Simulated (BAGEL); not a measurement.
# AsBr3 (SMILES Br[As](Br)Br): levels of theory compared

Aim: a comparison of 4 runs (B3LYP/cc-pVDZ, PBE0/cc-pVDZ, B3LYP/6-31G*, RI-MP2/cc-pVDZ) of AsBr3. 

The results are computed with BAGEL 1.2.2.

## (1) The molecule

The species is AsBr3 (4 atoms), meant as a singlet with charge 0. SMILES: `Br[As](Br)Br`. Geometry: relaxed at PBE0-D4/def2-TZVP.

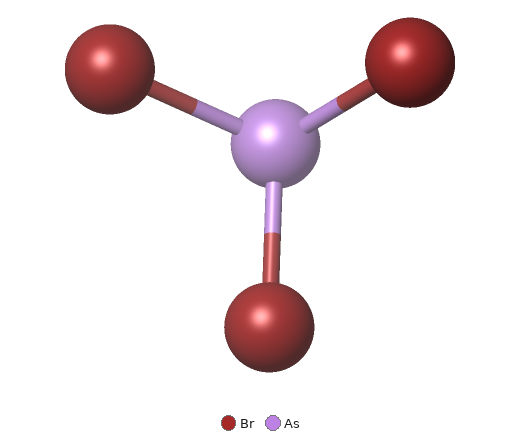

The structure, seen from a chosen angle (bromine red, arsenic purple).

## (2) A single-point energy at B3LYP/cc-pVDZ (density fitting with cc-pvqz-jkfit) (run 1)

The input, job.json:

```json
{ "bagel": [

{
  "title": "molecule",
  "basis": "cc-pvdz.json",
  "df_basis": "cc-pvqz-jkfit",
  "angstrom": true,
  "geometry": [
    { "atom": "Br", "xyz": [       0.779010,       0.506390,       1.865670 ] },
    { "atom": "As", "xyz": [      -0.764320,      -0.142470,       0.239520 ] },
    { "atom": "Br", "xyz": [       0.404740,      -1.898580,      -0.758720 ] },
    { "atom": "Br", "xyz": [      -0.419420,       1.534660,      -1.346470 ] }
  ]
},

{
  "title": "ks",
  "xc_func": "b3lyp"
},

{
  "title": "print",
  "file": "orbitals.molden",
  "orbitals": true
}

]}
```

The basis set cc-pVDZ is read from a file made from the Basis Set Exchange's data (not shown).

Command:

```bash
$ BAGEL_NUM_THREADS=1 BAGEL job.json > job.out
```

Log:

```text
* using 1 threads per process

  ===============================================================
  ===============================================================

  *** Geometry ***

  { "atom" : "Br", "xyz" : [      1.472116,      0.956938,      3.525605 ] },
  { "atom" : "As", "xyz" : [     -1.444355,     -0.269229,      0.452627 ] },
  { "atom" : "Br", "xyz" : [      0.764848,     -3.587796,     -1.433773 ] },
  { "atom" : "Br", "xyz" : [     -0.792589,      2.900087,     -2.544460 ] },

  Number of auxiliary basis functions:      872

  Since a DF basis is specified, we compute 2- and 3-index integrals:
    o Being stored without compression. Storage requirement is 0.081 GB

  Number of basis functions:      108
  Number of electrons      :      138

    * METHOD: MOLECULE                             1.08

  *** Kohn-Sham DFT ***

    * Removing 6974 points whose weight is below 1.00e-10
    * Grid points: 52650

  === Nuclear Repulsion ===
  1328.9557624476

       - DIIS with orbital gradients will be used.

  === KS iteration (b3lyp / cc-pvdz.json) ===
      0      -9935.70914614          0.10164921           1.04
      1      -9860.21937063          0.15249426           1.00
      2      -9914.80482565          0.06102036           1.03
[... 20 lines of this table left out ...]
     23      -9958.44659871          0.00000000           1.09
    * SCF iteration converged.

    * Permanent dipole moment:
           (    0.485449,     0.090476,    -0.152018) a.u.

    * METHOD: KS                                  25.36

    * METHOD: PRINT                                0.03

  ===============================================================
```

It took 27 s on 1 thread of Arm Neoverse V1, shared host; peak memory 0.54 GiB.

## (3) The energy at PBE0/cc-pVDZ (density fitting with cc-pvqz-jkfit) (run 2)

The input, dft.json:

```json
{ "bagel": [

{
  "title": "molecule",
  "basis": "cc-pvdz.json",
  "df_basis": "cc-pvqz-jkfit",
  "angstrom": true,
  "geometry": [
    { "atom": "Br", "xyz": [    0.779010,    0.506390,    1.865670 ] },
    { "atom": "As", "xyz": [   -0.764320,   -0.142470,    0.239520 ] },
    { "atom": "Br", "xyz": [    0.404740,   -1.898580,   -0.758720 ] },
    { "atom": "Br", "xyz": [   -0.419420,    1.534660,   -1.346470 ] }
  ]
},
{ "title": "ks", "xc_func": "pbe0" },
{ "title": "print", "file": "orbitals.molden", "orbitals": true }

]}
```

The basis set cc-pVDZ is read from a file made from the Basis Set Exchange's data (not shown).

Command:

```bash
$ BAGEL_NUM_THREADS=1 BAGEL dft.json > dft.out
```

Log:

```text
* using 1 threads per process

  ===============================================================
  ===============================================================

  *** Geometry ***

  { "atom" : "Br", "xyz" : [      1.472116,      0.956938,      3.525605 ] },
  { "atom" : "As", "xyz" : [     -1.444355,     -0.269229,      0.452627 ] },
  { "atom" : "Br", "xyz" : [      0.764848,     -3.587796,     -1.433773 ] },
  { "atom" : "Br", "xyz" : [     -0.792589,      2.900087,     -2.544460 ] },

  Number of auxiliary basis functions:      872

  Since a DF basis is specified, we compute 2- and 3-index integrals:
    o Being stored without compression. Storage requirement is 0.081 GB

  Number of basis functions:      108
  Number of electrons      :      138

    * METHOD: MOLECULE                             1.09

  *** Kohn-Sham DFT ***

    * Removing 6974 points whose weight is below 1.00e-10
    * Grid points: 52650

  === Nuclear Repulsion ===
  1328.9557624476

       - DIIS with orbital gradients will be used.

  === KS iteration (pbe0 / cc-pvdz.json) ===
      0      -9934.50353487          0.10168311           1.05
      1      -9860.41943980          0.15908155           1.01
      2      -9913.73148945          0.06154083           1.06
[... 22 lines of this table left out ...]
     25      -9957.16340276          0.00000000           1.14
    * SCF iteration converged.

    * Permanent dipole moment:
           (    0.470350,     0.087687,    -0.147344) a.u.

    * METHOD: KS                                  28.43

    * METHOD: PRINT                                0.03

  ===============================================================
```

Run time: 30 s. Hardware: 1 thread of Arm Neoverse V1, shared host; peak memory 0.54 GiB.

Run 3 isn't shown in full; the table further down has it.

## (4) The energy at RI-MP2/cc-pVDZ (density fitting with cc-pvqz-jkfit) (run 4)

The input, mp2.json:

```json
{ "bagel": [

{
  "title": "molecule",
  "basis": "cc-pvdz.json",
  "df_basis": "cc-pvqz-jkfit",
  "angstrom": true,
  "geometry": [
    { "atom": "Br", "xyz": [       0.779010,       0.506390,       1.865670 ] },
    { "atom": "As", "xyz": [      -0.764320,      -0.142470,       0.239520 ] },
    { "atom": "Br", "xyz": [       0.404740,      -1.898580,      -0.758720 ] },
    { "atom": "Br", "xyz": [      -0.419420,       1.534660,      -1.346470 ] }
  ]
},

{
  "title": "hf"
},

{
  "title": "mp2",
  "ncore": 36
}

]}
```

The basis set cc-pVDZ is read from a file made from the Basis Set Exchange's data (not shown).

Command:

```bash
$ BAGEL_NUM_THREADS=1 BAGEL mp2.json > mp2.out
```

Log:

```text
* using 1 threads per process

  ===============================================================
  ===============================================================

  *** Geometry ***

  { "atom" : "Br", "xyz" : [      1.472116,      0.956938,      3.525605 ] },
  { "atom" : "As", "xyz" : [     -1.444355,     -0.269229,      0.452627 ] },
  { "atom" : "Br", "xyz" : [      0.764848,     -3.587796,     -1.433773 ] },
  { "atom" : "Br", "xyz" : [     -0.792589,      2.900087,     -2.544460 ] },

[... 23 lines left out ...]
    * SCF iteration converged.
[... 1 line left out ...]
    * Permanent dipole moment:
[... 2 lines left out ...]
    * METHOD: HF                                  10.11

  *** RHF ***

  === Nuclear Repulsion ===
  1328.9557624476

      * DIIS with orbital gradients will be used.

  === RHF iteration (cc-pvdz.json) ===
      0      -9951.41027392          0.00000000           0.74
    * SCF iteration converged.

    * Permanent dipole moment:
           (    0.558172,     0.104048,    -0.174838) a.u.

  === DF-MP2 calculation ===

    * freezing 36 orbitals
    * 3-index integral transformation done
    * assembly done

      MP2 correlation energy:   -0.5026584862      0.22

      MP2 total energy:       -9951.9129324055

    * METHOD: MP2                                  1.75

  ===============================================================
```

Wall time 13 s (1 thread of Arm Neoverse V1, shared host); peak memory 0.38 GiB.

## (5) The series

```csv
run,level,frozen core orbitals,energy (Eh),dipole moment (D),HOMO energy (eV),LUMO energy (eV),wall time
1,B3LYP/cc-pVDZ (density fitting with cc-pvqz-jkfit),–,-9958.446599,1.31,-7.80,-2.47,27 s
2,PBE0/cc-pVDZ (density fitting with cc-pvqz-jkfit),–,-9957.163403,1.27,-8.09,-2.33,30 s
3,"B3LYP/6-31G* (density fitting with cc-pvqz-jkfit, spherical functions)",–,-9957.342579,1.36,-7.92,-2.67,30 s
4,RI-MP2/cc-pVDZ (density fitting with cc-pvqz-jkfit),36,-9951.912932,–,–,–,13 s
```

## (6) What came out

```
                                           quantity           value
                                run 4: total energy  -9951.91293 Eh
run 4: correlation energy (36 core orbitals frozen)      -502.7 mEh
```

What this shows: Over runs 1, 2, 3 the dipole moment (its size) runs from 1.27 D (PBE0/cc-pVDZ) to 1.36 D (B3LYP/6-31G*). The two ends differ in method and basis. Over runs 1, 2, 3 the HOMO–LUMO gap runs from 5.25 eV (B3LYP/6-31G*) to 5.76 eV (PBE0/cc-pVDZ). Totals of different functionals can't be ranked against each other. All runs together took 100 s, the longest 30 s.
